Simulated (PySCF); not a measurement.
System: C$_{4}$H$_{9}$BOSi (SMILES CC#CB[SiH2]OC).

Input

```
{"job": {"kind": "uv", "xc": "CAM-B3LYP", "basis": "def2-SVPD", "nstates": 8, "ntriplets": 3}, "charge": 0, "multiplicity": 1}
C     -2.907799     1.124501     0.212673
C     -1.911844     0.183942    -0.240859
C     -1.077146    -0.610385    -0.618331
B     -0.026622    -1.584462    -1.022854
Si     1.755339    -1.540845    -0.183079
O      1.963933    -0.355431     0.931451
C      1.802602     1.015245     0.760466
H     -2.442106     1.956466     0.742722
H     -3.477323     1.509821    -0.633621
H     -3.595556     0.617422     0.890221
H     -0.309346    -2.386576    -1.833799
H      2.080415    -2.655508     0.711508
H      2.848093    -1.425114    -1.179578
H      1.954066     1.499252     1.726750
H      0.799790     1.252199     0.393090
H      2.535904     1.408417     0.049924
```

Run with:

```sh
OMP_NUM_THREADS=1 python probes_run.py task.json out
```

Geometry: GFN2-xTB.

Method: CAM-B3LYP/def2-SVPD, SCF density, gas phase (PySCF 2.14.0).

> Predict the electron density and electron localisation function between the atoms.

C–C (1.21 Å): the density is about 2.7 e/Å³ at the midpoint; the ELF peaks at about 0.85 between the atoms (a short, multiple covalent bond).
C–B (1.49 Å): the density is about 1.5 e/Å³ at the midpoint; the ELF peaks at about 0.95 between the atoms: localised, covalent bonding.
Si–O (1.64 Å): ρ at the midpoint is about 1.1 e/Å³; the ELF peaks at about 0.85 between the atoms: a polar covalent bond.
Si–B (1.97 Å): ρ at the midpoint is about 0.87 e/Å³; the ELF peaks at about 1 between the atoms (a covalent bond).

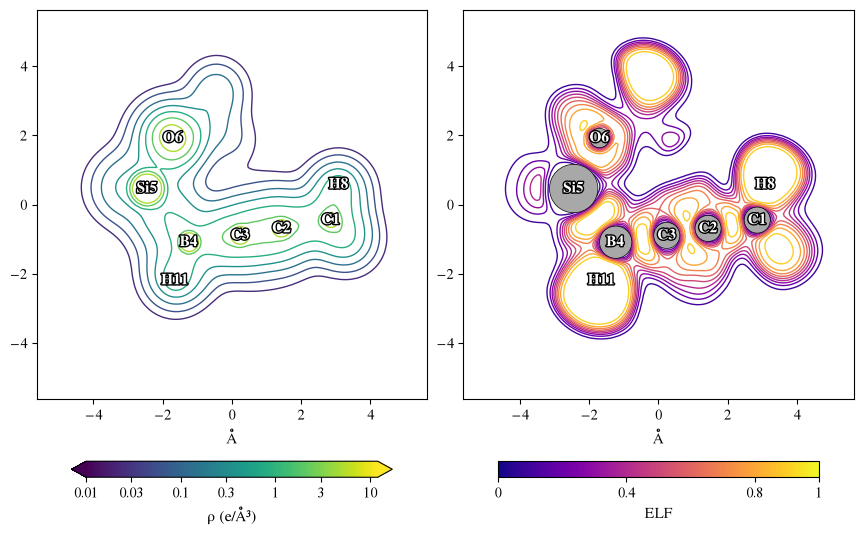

Computed electron density and electron localisation function on the plane of atoms Si5, B4 and H11, in this order. Grey discs cover the atomic cores in the ELF map. 
